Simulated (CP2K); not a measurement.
**HF/STO-3G run of H2O (SMILES O)**

What is the vertical electron affinity of H2O at HF/STO-3G? 

The calculation is run with CP2K 2026.2.

4 further runs of the same task are left out: 4 set aside as unsound or not needed.

## 1. The system as given

H2O: 3 atoms, total charge 0, spin state singlet. SMILES: `O`. The shape is that of a PBE0-D4/def2-TZVP optimisation.

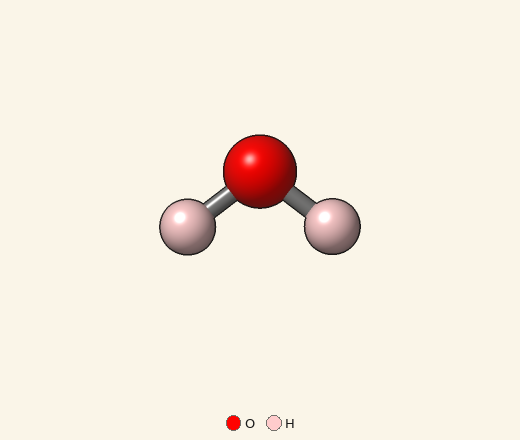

Viewed from a chosen angle; oxygen red, hydrogen pink.

## 2. A single-point energy at HF/STO-3G

Contents of calc.inp:

```
&GLOBAL
    PROJECT calc
    RUN_TYPE ENERGY
    PRINT_LEVEL MEDIUM
&END GLOBAL

&FORCE_EVAL
    METHOD Quickstep
    &DFT
        BASIS_SET_FILE_NAME ./sto_3g.basis
        POTENTIAL_FILE_NAME POTENTIAL
        CHARGE 0
        MULTIPLICITY 1
        &QS
            METHOD GAPW
            EPS_DEFAULT 1.0E-10
        &END QS
        # real-space grids
        &MGRID
            CUTOFF 280
            REL_CUTOFF 50
            NGRIDS 4
        &END MGRID
        # cluster boundary conditions
        &POISSON
            PERIODIC NONE
            POISSON_SOLVER WAVELET
        &END POISSON
        # SCF settings
        &SCF
            SCF_GUESS ATOMIC
            EPS_SCF 1.0E-07
            MAX_SCF 100
            ADDED_MOS 10
            &DIAGONALIZATION
                ALGORITHM STANDARD
            &END DIAGONALIZATION
            &MIXING
                METHOD DIRECT_P_MIXING
                ALPHA 0.4
            &END MIXING
        &END SCF
        # functional
        &XC
            &XC_FUNCTIONAL NONE
            &END XC_FUNCTIONAL
            &HF
                FRACTION 1
                &SCREENING
                    EPS_SCHWARZ 1.0E-10
                    SCREEN_ON_INITIAL_P F
                &END SCREENING
                &INTERACTION_POTENTIAL
                    POTENTIAL_TYPE COULOMB
                &END INTERACTION_POTENTIAL
                &MEMORY
                    MAX_MEMORY 1050
                &END MEMORY
            &END HF
        &END XC
        &PRINT
            &MOMENTS
                PERIODIC F
                REFERENCE COM
                MAX_MOMENT 1
            &END MOMENTS
            &MO ON
                ENERGIES T
                OCCUPATION_NUMBERS T
                NDIGITS 6
                &EACH
                    QS_SCF 0
                &END EACH
                ADD_LAST NUMERIC
            &END MO
            &LOWDIN ON
            &END LOWDIN
            &HIRSHFELD OFF
            &END HIRSHFELD
            &MO_MOLDEN ON
                NDIGITS 8
            &END MO_MOLDEN
        &END PRINT
    &END DFT
    &SUBSYS
        # vacuum box
        &CELL
            ABC [angstrom] 11.3 11.3 11.3
            PERIODIC NONE
        &END CELL
        &COORD
            O     -0.302700     0.200200    -0.140600
            H      0.466500     0.548400     0.315300
            H     -0.163800    -0.748600    -0.174700
        &END COORD
        &TOPOLOGY
            &CENTER_COORDINATES
            &END CENTER_COORDINATES
        &END TOPOLOGY
        &KIND O
            BASIS_SET STO-3G
            POTENTIAL ALL
            LEBEDEV_GRID 194
            RADIAL_GRID 100
        &END KIND
        &KIND H
            BASIS_SET STO-3G
            POTENTIAL ALL
            LEBEDEV_GRID 194
            RADIAL_GRID 100
        &END KIND
    &END SUBSYS
&END FORCE_EVAL
```

The run is started by

```bash
OMP_NUM_THREADS=1 cp2k.psmp -i calc.inp > calc.out 2>&1
```

Output:

```text
CP2K| version string:                                       CP2K version 2026.2
[...]
 GLOBAL| Method name                                                        CP2K
[...]
 GLOBAL| Run type                                                         ENERGY
[...]
 *** WARNING in qs_environment.F:2210 :: More added MOs requested than     ***
 *** available. The full set of unoccupied MOs will be used. Use           ***
 *** 'ADDED_MOS -1' to always use all available MOs and to get rid of this ***
[...]
 DFT| Spin restricted Kohn-Sham (RKS) calculation                            RKS
 DFT| Multiplicity                                                             1
[...]
 DFT| Charge                                                                   0
[...]
 QS| Method:                                                                GAPW
[...]
 QS| Density cutoff [a.u.]:                                                140.0
[...]
 QS| Relative density cutoff [a.u.]:                                        25.0
[...]
                             - Atoms:                                          3
[...]
                             - Spherical basis functions:                      7
[...]
 Number of electrons:                                                         10
[...]
     1 P_Mix/Diag. 0.40E+00    1.0     0.63977588       -74.6778466336 -7.47E+01
[...]
    13 DIIS/Diag.  0.41E-07    0.6     0.00000002       -74.9623875636 -5.68E-14
  *** SCF run converged in    13 steps ***
[...]
  Overlap energy of the core charge distribution:               0.00000010778700
  Self energy of the core charge distribution:                -75.73106814560732
  Core Hamiltonian energy:                                     -4.40926638844872
  Hartree energy:                                              20.55285170827392
  Exchange-correlation energy:                                  0.00000000000000
  Hartree-Fock Exchange energy:                                -9.10296125676517
[...]
                     Mulliken Population Analysis
 #  Atom  Element  Kind  Atomic population                           Net charge
       1     O        1          8.365155                             -0.365155
       2     H        2          0.817431                              0.182569
       3     H        2          0.817414                              0.182586
 # Total charge                             10.000000                 -0.000000
[...]
  Dipole moment [Debye]
    X=  0.1337436E+01 Y= -0.8846334E+00 Z=  0.6212112E+00  Total=      1.7196551
 ENERGY| Total FORCE_EVAL ( QS ) energy [hartree]            -74.962387563636398
[...]
```

Run time: 9.6 s. Hardware: 1 thread of Arm Neoverse V1, shared host; peak memory 0.71 GiB.

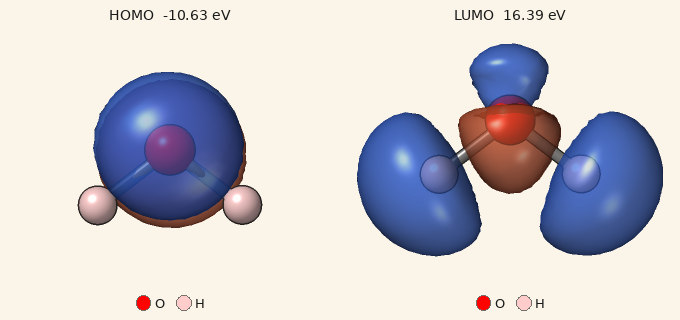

Frontier orbitals of this run, surfaces at ±0.2 Å^-3/2.

## 3. The doublet anion

Contents of molecule.inp:

```
&GLOBAL
    PROJECT molecule
    RUN_TYPE ENERGY
    PRINT_LEVEL MEDIUM
&END GLOBAL

&FORCE_EVAL
    METHOD QUICKSTEP
    &DFT
        BASIS_SET_FILE_NAME ./sto_3g.basis
        POTENTIAL_FILE_NAME POTENTIAL
        CHARGE -1
        MULTIPLICITY 2
        SPIN_POLARIZED T
        &QS
            METHOD GAPW
            EPS_DEFAULT 1.0E-10
        &END QS
        &MGRID
            CUTOFF 280
            REL_CUTOFF 50
            NGRIDS 4
        &END MGRID
        &POISSON
            PERIODIC NONE
            POISSON_SOLVER WAVELET
        &END POISSON
        &SCF
            SCF_GUESS ATOMIC
            EPS_SCF 1.0E-06
            MAX_SCF 30
            &OT ON
                MINIMIZER CG
                PRECONDITIONER FULL_ALL
            &END OT
            &OUTER_SCF
                EPS_SCF 1.0E-06
                MAX_SCF 10
            &END OUTER_SCF
        &END SCF
        &XC
            &XC_FUNCTIONAL NONE
            &END XC_FUNCTIONAL
            &HF
                FRACTION 1
                &SCREENING
                    EPS_SCHWARZ 1.0E-10
                    SCREEN_ON_INITIAL_P F
                &END SCREENING
                &INTERACTION_POTENTIAL
                    POTENTIAL_TYPE COULOMB
                &END INTERACTION_POTENTIAL
                &MEMORY
                    MAX_MEMORY 1050
                &END MEMORY
            &END HF
        &END XC
        &PRINT
            &MOMENTS
                PERIODIC F
                REFERENCE COM
                MAX_MOMENT 1
            &END MOMENTS
            &MO_CUBES
                NLUMO 1
                NHOMO -1
                WRITE_CUBE F
            &END MO_CUBES
            &LOWDIN ON
            &END LOWDIN
            &HIRSHFELD OFF
            &END HIRSHFELD
        &END PRINT
    &END DFT
    &SUBSYS
        &CELL
            ABC [angstrom] 11.3 11.3 11.3
            PERIODIC NONE
        &END CELL
        &COORD
            O      5.265400     5.950300     5.439100
            H      6.034600     6.298500     5.895000
            H      5.404300     5.001500     5.405000
        &END COORD
        &KIND O
            BASIS_SET STO-3G
            POTENTIAL ALL
            LEBEDEV_GRID 194
            RADIAL_GRID 100
        &END KIND
        &KIND H
            BASIS_SET STO-3G
            POTENTIAL ALL
            LEBEDEV_GRID 194
            RADIAL_GRID 100
        &END KIND
    &END SUBSYS
&END FORCE_EVAL
```

The run is started by

```bash
OMP_NUM_THREADS=1 cp2k.psmp -i molecule.inp > molecule.out 2>&1
```

Output:

```text
CP2K| version string:                                       CP2K version 2026.2
[...]
 GLOBAL| Method name                                                        CP2K
[...]
 GLOBAL| Run type                                                         ENERGY
[...]
 DFT| Spin unrestricted (spin-polarized) Kohn-Sham calculation               UKS
 DFT| Multiplicity                                                             2
[...]
 DFT| Charge                                                                  -1
[...]
 QS| Method:                                                                GAPW
[...]
 QS| Density cutoff [a.u.]:                                                140.0
[...]
 QS| Relative density cutoff [a.u.]:                                        25.0
[...]
                             - Atoms:                                          3
[...]
                             - Spherical basis functions:                      7
[...]
 Number of electrons:                                                          6
[...]
     1 OT CG       0.15E+00    1.1     0.15724443       -73.7157159988 -7.37E+01
[...]
    18 OT CG       0.80E+00    0.9     0.00000050       -74.3787005238 -4.49E-11
  *** SCF run converged in    18 steps ***
[...]
  Overlap energy of the core charge distribution:               0.00000010778700
  Self energy of the core charge distribution:                -75.73106814560732
  Core Hamiltonian energy:                                     -2.54725722573084
  Hartree energy:                                              19.75720936306912
  Exchange-correlation energy:                                  0.00000000000000
  Hartree-Fock Exchange energy:                                -9.66222253213083
[...]
                     Mulliken Population Analysis
 #  Atom  Element  Kind  Atomic population (alpha,beta) Net charge  Spin moment
       1     O        1         4.421932     4.072837    -0.494769     0.349095
       2     H        2         0.789131     0.463557    -0.252688     0.325574
       3     H        2         0.788937     0.463606    -0.252543     0.325331
 # Total charge and spin        6.000000     5.000000    -1.000000     1.000000
[...]
  Dipole moment [Debye]
    X= -0.6980107E+00 Y=  0.4608267E+00 Z= -0.3243115E+00  Total=      0.8970831
[...]
 HOMO - LUMO gap [eV] :   28.894427
 ENERGY| Total FORCE_EVAL ( QS ) energy [hartree]            -74.378700523794251
[...]
```

Wall time 28 s (1 thread of Arm Neoverse V1, shared host); peak memory 0.74 GiB.

## 4. Summary of results

Level: HF/STO-3G.

| quantity | value |
| --- | --- |
| singlet H2O: total energy | -74.96239 Eh |
| singlet H2O: dipole moment | 1.72 D |
| singlet H2O: HOMO energy | -10.63 eV |
| singlet H2O: LUMO energy | 16.39 eV |
| singlet H2O: HOMO–LUMO gap | 27.01 eV |
| doublet anion: total energy | -74.37870 Eh |
| doublet anion: HOMO energy (highest over α and β) | 15.40 eV |
| doublet anion: LUMO energy (lowest over α and β) | 32.25 eV |
| doublet anion: ⟨S²⟩ | 0.759 |
| vertical electron affinity (to the doublet anion) | -15.883 eV |

In words: The anion lies 15.88 eV (366 kcal/mol) above the neutral: the electron isn't bound at this level, and such a value depends on the basis. Without diffuse functions anions come out too high. Hartree–Fock misses the correlation that binds many anions. In a minimal basis such a difference can be off by several eV, whatever the method. The HOMO (doublet anion) lies at positive energy, 15.40 eV: the electron is unbound at this level or held by a compact basis; values depend on the basis.
